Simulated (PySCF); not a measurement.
# O2P, charge +1, SMILES `O=[P+]=O`: electronic structure

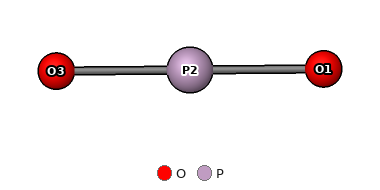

The molecule, with its atoms numbered as below. No frequency check shows the geometry to be a minimum.

Cartesian coordinates (Å):

```
O1      -1.4077    0.0000    0.0000
P2       0.0000    0.0000    0.0000
O3       1.4077    0.0000    0.0000
```

### 1. Bonding charge

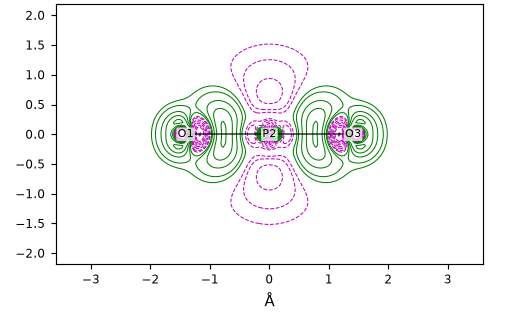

Deformation density (molecule less spherical, spin-averaged free atoms) in the molecular plane; contours at ±0.05 to ±0.8 e/Å³; solid green lines: gain, dashed magenta lines: loss.

Method: PBE0/def2-TZVP; geometry: GFN2-xTB; program: PySCF.

> Describe the bonding that the map shows.

O1–P2 and P2–O3: +0.25 e/Å³ at the bond critical point (bond length 1.41 Å, Mayer order 2.4). In all, 0.7 electrons gather in the regions of gain relative to the promolecule of neutral atoms (the regions of loss give up this much and the cation's charge besides).

> Where do the Hirshfeld charges lie?

The highest Hirshfeld charge is on P2 (+1.07 e), the lowest on O1 and O3 (−0.04 e).

### 2. Bond critical points

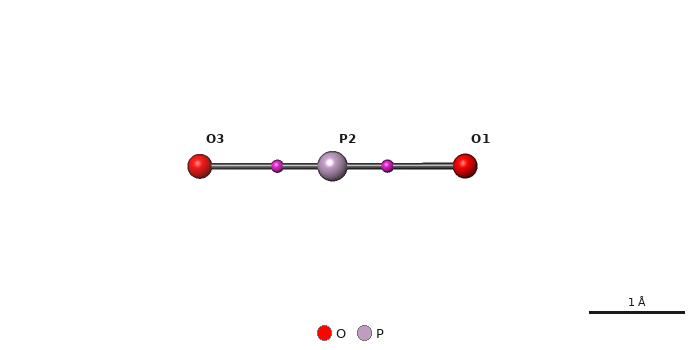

Molecular graph of the electron density (QTAIM): bond paths, bond critical points (magenta), ring points (cyan, if any); weak paths are dashed.

> How many critical points of each kind are there, and does the count close?

3 nuclei, 2 bond, 0 ring and 0 cage critical points: 3 − 2 + 0 − 0 = 1, as the Poincaré–Hopf relation requires.

> Give the properties at the bond critical points.

```csv
bond,length (Å),ρ (a.u.),∇²ρ (a.u.),ε,H (a.u.)
O1–P2 (2 alike),1.408,0.263,+2.02,0.00,−0.192
```

> What kind of interaction is O1–P2?

Polar or intermediate (positive Laplacian, negative energy density H): ρ = 0.263, ∇²ρ = +2.02, H = −0.192 a.u.

### 3. Electrostatic potential

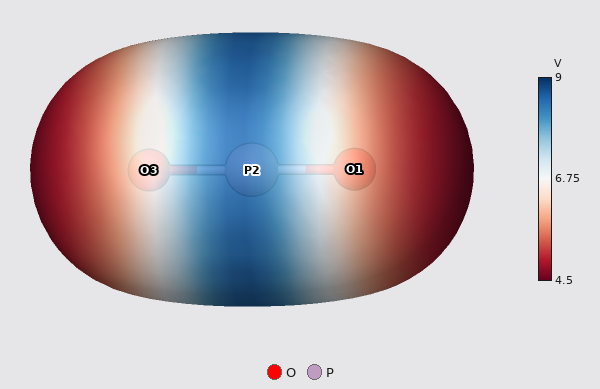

Electrostatic potential on the surface of electron density 0.001 a.u.

> Where are the extremes of the potential on the surface?

Highest: 8.55 V, off the molecular plane, over P2 (1.9 Å), and at like points elsewhere. Lowest: 4.63 V, 1.6 Å from O3, and at like points elsewhere. The surface is sampled at points, so like sites can differ by a few per cent and only the strongest of them is named.

> What volume does the surface enclose?

About 50 Å³.

### 4. Excited states

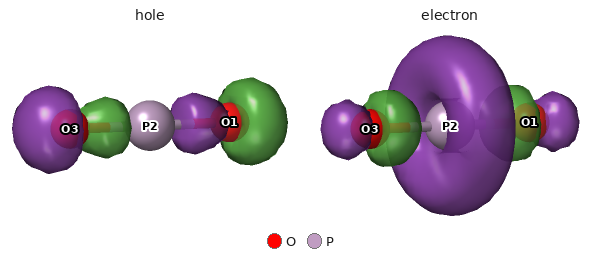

Leading natural transition orbital pair of S₃ (TDA singlet states); the surfaces enclose about 70 % of each orbital's density.

Method: CAM-B3LYP/def2-SVPD; geometry: GFN2-xTB; program: PySCF.

> Where does the state lie, and where do hole and electron sit?

7.22 eV (172 nm), f = 0.024; the leading pair carries 76 %; hole on O1 and O3 (43 % each) and P2 (14 %), electron on P2 (57 %) and O1 and O3 (21 % each) (shares are of the whole state, not of the leading pair alone); their centroids lie 0.0 Å apart. In canonical orbitals it is mainly HOMO−2 → LUMO (76 %). The HOMO–LUMO gap is 9.86 eV.
